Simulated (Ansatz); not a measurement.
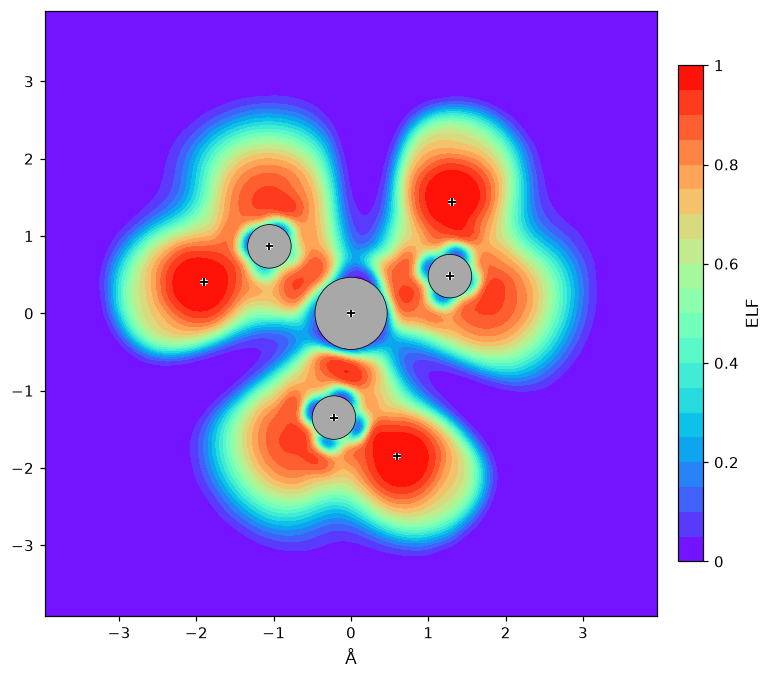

The electron localisation function on a plane through atoms (crosses mark nuclei in the plane; grey discs cover the cores).

The calculation used Ansatz, isolated molecule in a Gaussian basis; Hartree-Fock.

Candidates:
A. BH3O3 (SMILES OB(O)O)
B. F4H4HfO2
C. CH3Cl3OZr

> Which candidate gave the map?

Candidate A: BH3O3 on the molecular plane, which holds O, B and H. B–O (1.37 Å): the ELF peaks at about 0.90 between the atoms, as expected for a shared but strongly polarised pair. O–H (0.96 Å): the ELF climbs to about 1 towards the hydrogen, as it does in any bond to H: a covalent bond by its length.
